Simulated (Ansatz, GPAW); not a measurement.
# A 10-layer slab of Zr(0001): work function by functional and basis, part 2 of 4

How far do functional and basis move the work function of a 10-layer slab of Zr(0001)?

GPAW 26.7.0 and Ansatz 0.2.0; Ansatz plane waves; slab in vacuum with a dipole correction, relaxation; PAW set soft_1 (the session's first sound run).

So far: Starting point; Relaxation.

## 2. Relaxation (continued)

The electrostatic potential energy of an electron (with the applied field's), less the Fermi level, planar mean oscillates, so the rows of the table below give means over windows of 2.61 Å about each position, cut where the curve ends. Its maxima inside the range that stand out by 2 % of the span (Å: eV): 9.3: -0.106, 11.9: -0.324, 14.5: -0.439, 17.0: -0.348, 19.6: -0.183, 22.2: -0.286, 24.8: -0.252, 27.4: 0.0309, 29.9: -0.996. Its minima: 8.0: -17.0, 10.6: -16.9, 13.2: -16.8, 15.7: -16.8, 18.3: -16.9, 20.9: -16.9, 23.5: -16.9, 26.1: -16.8, 28.7: -16.8, 31.2: -17.0.

Table of electrostatic potential energy of an electron (with the applied field's), less the Fermi level, planar mean by z; means over each step:

| z (Å) | electrostatic potential energy of an electron (with the applied field's), less the Fermi level, planar mean (eV) |
| --- | --- |
| 1.30 | 4.19 |
| 3.92 | 4.17 |
| 6.53 | -1.33 |
| 9.14 | -8.40 |
| 11.75 | -8.48 |
| 14.36 | -8.51 |
| 16.97 | -8.50 |
| 19.58 | -8.31 |
| 22.19 | -8.46 |
| 24.80 | -8.35 |
| 27.41 | -7.99 |
| 30.02 | -9.41 |
| 32.63 | -1.24 |
| 35.24 | 4.15 |
| 37.85 | 4.17 |

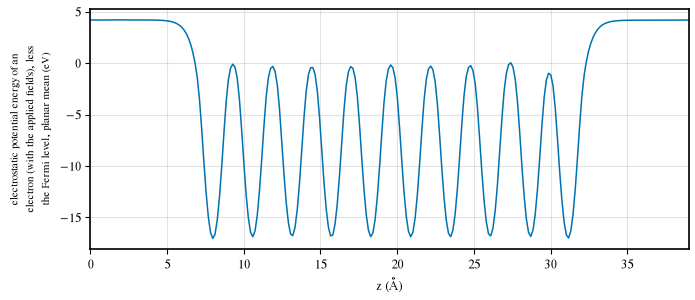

Electrostatic potential energy of an electron (with the applied field's), less the Fermi level, planar mean, plotted against z.

The valence density, planar mean oscillates, so the rows of the table below give means over windows of 2.61 Å about each position, cut where the curve ends. Its maxima inside the range that stand out by 2 % of the span (Å: e/Å³): 8.0: 0.971, 10.6: 0.969, 13.2: 0.972, 15.7: 0.970, 18.3: 0.974, 20.9: 0.974, 23.5: 0.973, 26.1: 0.973, 28.7: 0.970, 31.2: 0.971. Its minima: 9.3: 0.175, 11.9: 0.173, 14.5: 0.173, 17.0: 0.173, 19.6: 0.168, 22.2: 0.172, 24.8: 0.169, 27.4: 0.162, 29.9: 0.201.

Table of valence density, planar mean by z; means over each step:

```
z (Å)  valence density, planar mean (e/Å³)
 1.30                               2.1e-6
 3.92                               6.9e-4
 6.53                                0.190
 9.14                                0.524
11.75                                0.522
14.36                                0.523
16.97                                0.523
19.58                                0.513
22.19                                0.521
24.80                                0.515
27.41                                0.497
30.02                                0.575
32.63                                0.185
35.24                               6.7e-4
37.85                               2.1e-6
```

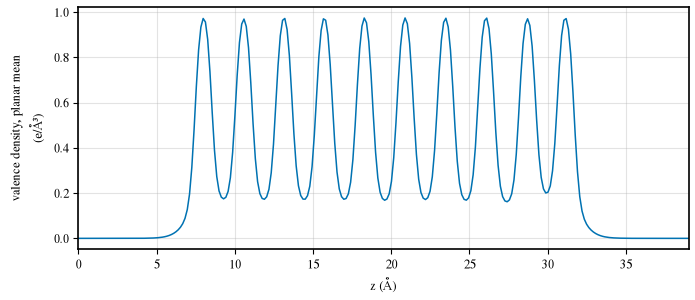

Valence density, planar mean against z.

The relaxation lowered the energy of the cell by 0.0406 eV.

## 3. The slab's potential

With the geometry fixed, the planar mean of the potential gives the vacuum level on each side.

This step: GPAW, PAW setups; slab in vacuum (GPAW 26.7.0).

Contents of run.py:

```python
import json
import numpy as np
from ase import Atoms
from gpaw import GPAW, PW

slab = Atoms(
    ['Zr', 'Zr', 'Zr', 'Zr', 'Zr', 'Zr', 'Zr', 'Zr', 'Zr', 'Zr'],
    positions=[
        [3.23000, 1.86484, 8.00000],
        [0.00000, 0.00000, 10.57270],
        [3.23000, 1.86484, 13.14539],
        [0.00000, 0.00000, 15.71809],
        [3.23000, 1.86484, 18.29078],
        [0.00000, -0.00000, 20.88933],
        [3.23000, 1.86484, 23.46784],
        [0.00000, -0.00000, 26.06112],
        [3.23000, 1.86484, 28.70163],
        [-0.00000, -0.00000, 31.13569]],
    cell=[[3.23, 0.0, 0.0], [1.615, 2.79726, 0.0], [0.0, 0.0, 39.15426]],
    pbc=[True, True, False])

slab.calc = GPAW(mode=PW(400), xc='PBE', kpts={'size': (11, 11, 1), 'gamma': True},
                 occupations={'name': 'fermi-dirac', 'width': 0.1}, nbands='160%',
                 convergence={'density': 1e-05}, maxiter=200,
                 poissonsolver={'dipolelayer': 'xy'},
                 symmetry={'tolerance': 1e-3}, txt='slab.txt')
result = {}
energy = slab.get_potential_energy()
fermi = slab.calc.get_fermi_level()
v = slab.calc.get_electrostatic_potential().mean((0, 1)) - fermi
n = slab.calc.get_pseudo_density().mean((0, 1))
L = slab.cell[2, 2]
z = np.arange(len(v)) * L / len(v)
low, high = slab.positions[:, 2].min(), slab.positions[:, 2].max()
below, above = np.interp([low - 5.8, high + 5.8], z, v)
slopes = [np.interp(x, z, np.gradient(v, z)) for x in (low - 5.8, high + 5.8)]
eps = np.array([[slab.calc.get_eigenvalues(k, s) for k in range(len(slab.calc.get_ibz_k_points()))]
                for s in range(slab.calc.get_number_of_spins())]) - fermi
top, bottom = eps[eps < 0].max(), eps[eps > 0].min()
dipole = slab.get_dipole_moment()[2]
print(f'energy {energy:.4f} eV, Fermi level {fermi:.4f} eV, dipole {dipole:.5f} e A')
print(f'potential 5.8 A off the faces, from the Fermi level: lower {below:.4f} eV, upper {above:.4f} eV')
print(f'slope of the potential there: lower {slopes[0]:.5f}, upper {slopes[1]:.5f} eV/A')
print(f'nearest levels on the mesh: {top:.4f} and {bottom:.4f} eV')
print('magnetic moment', round(slab.get_magnetic_moment(), 3))
result.update(energy=energy, fermi=fermi, dipole=dipole, below=below, above=above, slopes=slopes, edges=[top, bottom],
              z=z.tolist(), v=v.tolist(), n=n.tolist(), positions=slab.positions.tolist(),
              forces=slab.get_forces(apply_constraint=False).tolist(), moments=slab.get_magnetic_moments().tolist())
json.dump(result, open('result.json', 'w'))
```

Started as:

```
$ OMP_NUM_THREADS=1 OPENBLAS_NUM_THREADS=1 python run.py
```

Numbers of over 12 decimals in the logs are rounded to 6 here.

Output:

```text
energy -71.5958 eV, Fermi level 4.8179 eV, dipole 0.00127 e A
potential 5.8 A off the faces, from the Fermi level: lower 4.1963 eV, upper 4.1729 eV
slope of the potential there: lower -0.00047, upper 0.00049 eV/A
nearest levels on the mesh: -0.0153 and 0.0101 eV
magnetic moment 0.0
```

Wall time 21 min (1 thread of Arm Neoverse V1, shared host); peak memory 0.41 GiB.

This step gave:

```yaml
dipole_along_the_normal: 0.001275 e·Å
levels_nearest_the_fermi_level_on_the_mesh: -0.01531, 0.01014 eV from the Fermi level
upper_work_function: 4.173 eV
lower_work_function: 4.196 eV
```

The electrostatic potential energy of an electron (without an applied field's), less the Fermi level, planar mean oscillates, so the rows of the table below give means over windows of 2.59 Å about each position, cut where the curve ends. Its maxima inside the range that stand out by 2 % of the span (Å: eV): 9.3: -0.111, 11.9: -0.341, 14.4: -0.371, 17.0: -0.321, 19.6: -0.173, 22.2: -0.277, 24.9: -0.364, 27.3: 0.0331, 29.9: -0.958. Its minima: 8.0: -22.4, 10.6: -22.3, 13.2: -22.2, 15.6: -21.9, 18.3: -22.2, 20.9: -22.2, 23.5: -22.2, 26.1: -22.1, 28.7: -22.3, 31.2: -22.3.

The electrostatic potential energy of an electron (without an applied field's), less the Fermi level, planar mean by z; means over each step:

```csv
z (Å),"electrostatic potential energy of an electron (without an applied field's), less the Fermi level, planar mean (eV)"
1.29,4.20
3.88,4.17
6.47,-1.04
9.06,-9.32
11.65,-9.46
14.24,-9.48
16.84,-9.47
19.42,-9.24
22.02,-9.43
24.60,-9.26
27.20,-8.87
29.78,-10.6
32.38,-3.81
34.97,4.13
37.55,4.17
```

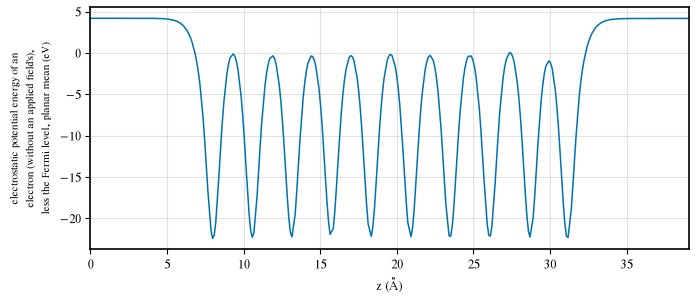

Electrostatic potential energy of an electron (without an applied field's), less the Fermi level, planar mean against z.

The pseudo valence density, planar mean oscillates, so the rows of the table below give means over windows of 2.49 Å about each position, cut where the curve ends. Its maxima inside the range that stand out by 2 % of the span (Å: e/Å³): 8.1: 1.16, 10.6: 1.19, 13.1: 1.15, 15.7: 1.19, 18.2: 1.18, 20.9: 1.19, 23.4: 1.18, 26.1: 1.19, 28.8: 1.15, 31.1: 1.18. Its minima: 9.3: 0.175, 11.8: 0.173, 14.5: 0.173, 17.0: 0.172, 19.7: 0.171, 22.2: 0.172, 24.9: 0.171, 27.3: 0.162, 29.8: 0.203.

Pseudo valence density, planar mean against z; means over each step:

```csv
z (Å),"pseudo valence density, planar mean (e/Å³)"
1.25,1.9e-6
3.74,4.4e-4
6.23,0.0798
8.71,0.520
11.21,0.520
13.70,0.523
16.19,0.524
18.68,0.524
21.17,0.526
23.66,0.526
26.15,0.524
28.64,0.530
31.13,0.519
33.62,0.0168
36.10,9.4e-5
```

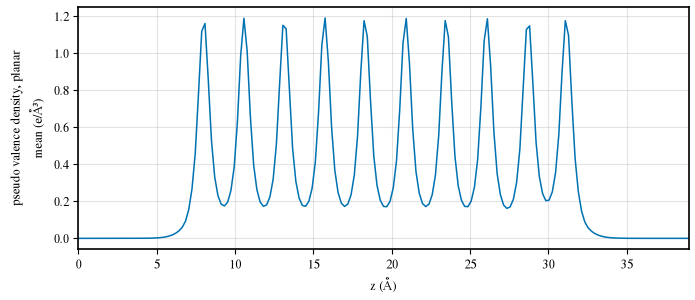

Pseudo valence density, planar mean against z.

Force by atom:

```csv
atom,x (eV/Å),y (eV/Å),z (eV/Å),size
Zr1,0.000,0.000,0.455,0.455
Zr2,0.000,0.000,-0.573,0.573
Zr3,0.000,0.000,0.041,0.041
Zr4,0.000,0.000,0.066,0.066
Zr5,0.000,0.000,0.030,0.030
Zr6,0.000,0.000,-0.002,0.002
Zr7,0.000,0.000,0.004,0.004
Zr8,0.000,0.000,-0.007,0.007
Zr9,0.000,0.000,0.020,0.020
Zr10,0.000,0.000,-0.030,0.030
```

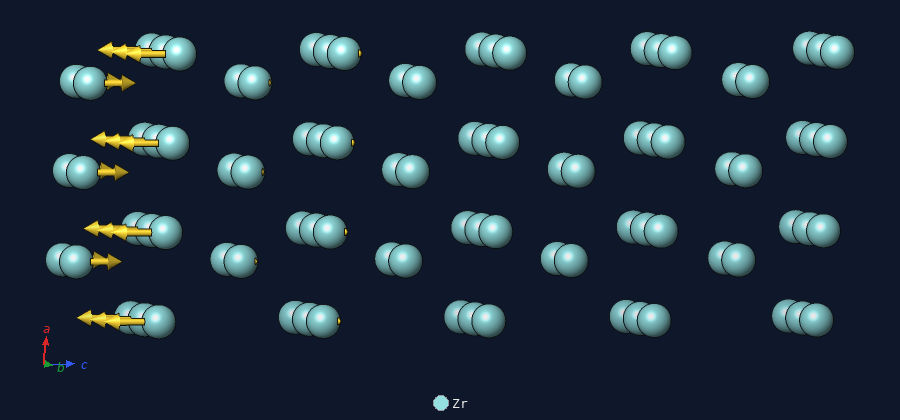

Force as arrows, the longest 0.573 eV/Å. 3×2×1 cells are drawn. Some periodic images of atoms are drawn too.

The potential is flat to 4.9e-4 eV/Å where it is read, so the vacuum is wide enough. The geometry is the other program's minimum; here the largest force on a free atom is 0.030 eV/Å.

## 4. OptPBE vdW: xc = "optPBE-vdW"

The same geometry under optPBE-vdW, to see how far the functional moves the levels against the vacuum (the van der Waals functionals take revPBE setups).

Changes to run.py since step 3:

```diff
@@ -21,3 +21,3 @@
 
-slab.calc = GPAW(mode=PW(400), xc='PBE', kpts={'size': (11, 11, 1), 'gamma': True},
+slab.calc = GPAW(mode=PW(400), xc='optPBE-vdW', kpts={'size': (11, 11, 1), 'gamma': True},
                  occupations={'name': 'fermi-dirac', 'width': 0.1}, nbands='160%',
```

Output:

```text
energy -203.6218 eV, Fermi level 4.7630 eV, dipole 0.00158 e A
potential 5.8 A off the faces, from the Fermi level: lower 4.3715 eV, upper 4.3422 eV
slope of the potential there: lower -0.00084, upper 0.00087 eV/A
nearest levels on the mesh: -0.0227 and 0.0091 eV
magnetic moment 0.0
```

It took 24 min on 1 thread; peak memory 0.62 GiB.

Numbers from this step:

```
dipole along the normal                    : 0.001575 e·Å
levels nearest the Fermi level on the mesh : -0.02271, 0.009127 eV from the Fermi level
upper work function                        : 4.342 eV
lower work function                        : 4.372 eV
```

The electrostatic potential energy of an electron (without an applied field's), less the Fermi level, planar mean oscillates, so the rows of the table below give means over windows of 2.59 Å about each position, cut where the curve ends. Its maxima inside the range that stand out by 2 % of the span (Å: eV): 9.3: -0.163, 11.9: -0.385, 14.4: -0.416, 17.0: -0.365, 19.6: -0.216, 22.2: -0.321, 24.9: -0.408, 27.3: -0.00797, 29.9: -1.01. Its minima: 8.0: -22.4, 10.6: -22.2, 13.2: -22.2, 15.6: -21.9, 18.3: -22.1, 20.9: -22.2, 23.5: -22.1, 26.1: -22.1, 28.7: -22.2, 31.2: -22.3.

Electrostatic potential energy of an electron (without an applied field's), less the Fermi level, planar mean against z; means over each step:

```csv
z (Å),"electrostatic potential energy of an electron (without an applied field's), less the Fermi level, planar mean (eV)"
1.29,4.37
3.88,4.34
6.47,-0.972
9.06,-9.33
11.65,-9.45
14.24,-9.47
16.84,-9.46
19.42,-9.24
22.02,-9.43
24.60,-9.25
27.20,-8.87
29.78,-10.6
32.38,-3.75
34.97,4.28
37.55,4.34
```

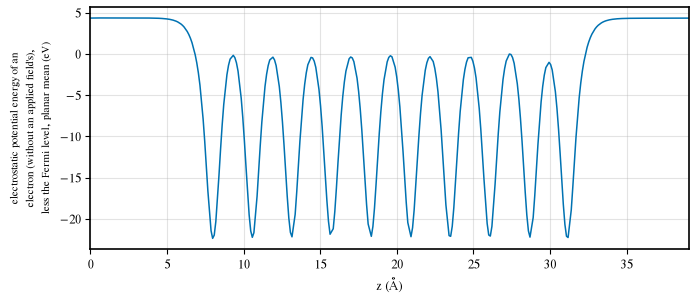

Electrostatic potential energy of an electron (without an applied field's), less the Fermi level, planar mean against z.

The pseudo valence density, planar mean oscillates, so the rows of the table below give means over windows of 2.49 Å about each position, cut where the curve ends. Its maxima inside the range that stand out by 2 % of the span (Å: e/Å³): 8.1: 1.16, 10.6: 1.19, 13.1: 1.15, 15.7: 1.19, 18.2: 1.18, 20.9: 1.19, 23.4: 1.18, 26.1: 1.19, 28.8: 1.15, 31.1: 1.18. Its minima: 9.3: 0.174, 11.8: 0.172, 14.5: 0.172, 17.0: 0.171, 19.7: 0.169, 22.2: 0.170, 24.9: 0.170, 27.3: 0.160, 29.8: 0.202.

The pseudo valence density, planar mean by z; means over each step:

```
z (Å)  pseudo valence density, planar mean (e/Å³)
 1.25                                      3.4e-6
 3.74                                      5.2e-4
 6.23                                      0.0796
 8.71                                       0.520
11.21                                       0.520
13.70                                       0.523
16.19                                       0.524
18.68                                       0.524
21.17                                       0.526
23.66                                       0.526
26.15                                       0.525
28.64                                       0.530
31.13                                       0.519
33.62                                      0.0169
36.10                                      1.3e-4
38.59                                      1.2e-6
```

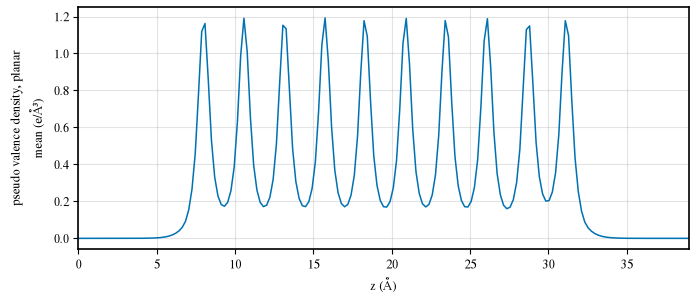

Pseudo valence density, planar mean against z.

Force by atom:

```csv
atom,x (eV/Å),y (eV/Å),z (eV/Å),size
Zr1,0.000,0.000,0.363,0.363
Zr2,0.000,0.000,-0.556,0.556
Zr3,0.000,0.000,0.036,0.036
Zr4,0.000,0.000,0.069,0.069
Zr5,0.000,0.000,0.031,0.031
Zr6,0.000,0.000,-0.001,0.001
Zr7,0.000,0.000,0.001,0.001
Zr8,0.000,0.000,0.007,0.007
Zr9,0.000,0.000,-0.028,0.028
Zr10,0.000,0.000,0.084,0.084
```

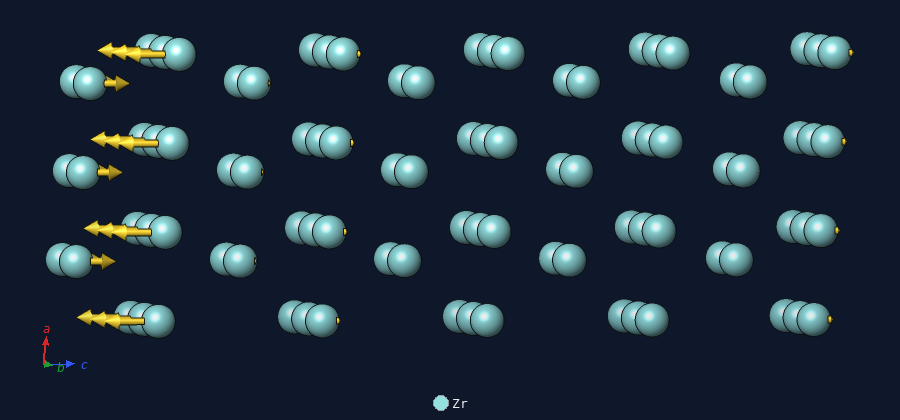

Force as arrows, the longest 0.556 eV/Å. 3×2×1 cells are drawn. Some periodic images of atoms are drawn too.

The upper face's work function is 4.342 eV, against 4.173 eV in the first plane-wave PBE run at this geometry.

## 5. Self-consistent run: xc = "vdW-DF2"

The same geometry under vdW-DF2, to see how far the functional moves the levels against the vacuum (the van der Waals functionals take revPBE setups).

Changes to run.py since step 4:

```diff
@@ -21,3 +21,3 @@
 
-slab.calc = GPAW(mode=PW(400), xc='optPBE-vdW', kpts={'size': (11, 11, 1), 'gamma': True},
+slab.calc = GPAW(mode=PW(400), xc='vdW-DF2', kpts={'size': (11, 11, 1), 'gamma': True},
                  occupations={'name': 'fermi-dirac', 'width': 0.1}, nbands='160%',
```

Output:

```text
energy -853.2919 eV, Fermi level 4.8289 eV, dipole 0.00216 e A
potential 5.8 A off the faces, from the Fermi level: lower 4.4690 eV, upper 4.4281 eV
slope of the potential there: lower -0.00072, upper 0.00075 eV/A
nearest levels on the mesh: -0.0139 and 0.0028 eV
magnetic moment 0.0
```

Elapsed: 25 min, on 1 thread; peak memory 0.62 GiB.

Numbers from this step:

| Item | Value |
| --- | --- |
| dipole along the normal | 0.002157 e·Å |
| levels nearest the Fermi level on the mesh | -0.01391, 0.002766 eV from the Fermi level |
| upper work function | 4.428 eV |
| lower work function | 4.469 eV |

The electrostatic potential energy of an electron (without an applied field's), less the Fermi level, planar mean oscillates, so the rows of the table below give means over windows of 2.59 Å about each position, cut where the curve ends. Its maxima inside the range that stand out by 2 % of the span (Å: eV): 9.3: -0.341, 11.9: -0.555, 14.4: -0.588, 17.0: -0.536, 19.6: -0.384, 22.2: -0.491, 24.9: -0.576, 27.3: -0.172, 29.9: -1.20. Its minima: 8.0: -22.5, 10.6: -22.4, 13.2: -22.3, 15.6: -22.0, 18.3: -22.3, 20.9: -22.3, 23.5: -22.3, 26.1: -22.2, 28.7: -22.4, 31.2: -22.4.

Table of electrostatic potential energy of an electron (without an applied field's), less the Fermi level, planar mean by z; means over each step:

```csv
z (Å),"electrostatic potential energy of an electron (without an applied field's), less the Fermi level, planar mean (eV)"
1.29,4.47
3.88,4.43
6.47,-0.965
9.06,-9.48
11.65,-9.60
14.24,-9.63
16.84,-9.61
19.42,-9.38
22.02,-9.58
24.60,-9.40
27.20,-9.02
29.78,-10.8
32.38,-3.77
34.97,4.37
37.55,4.43
```

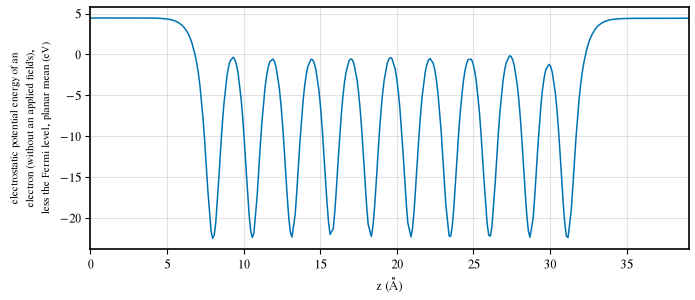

Electrostatic potential energy of an electron (without an applied field's), less the Fermi level, planar mean, plotted against z.

The upper face's work function is 4.428 eV, against 4.173 eV in the first plane-wave PBE run at this geometry.

[end of part 2 of 4]

[Logs are printed without paths, hosts, clocks, repeated set-up lines and the standing remarks that a program may print on its own settings, such as how far it seeks lower states.]

[Hosts, paths, dates, database ids (printed as entryN), source tags and the programs' standing remarks are cut or masked in the printed files.]
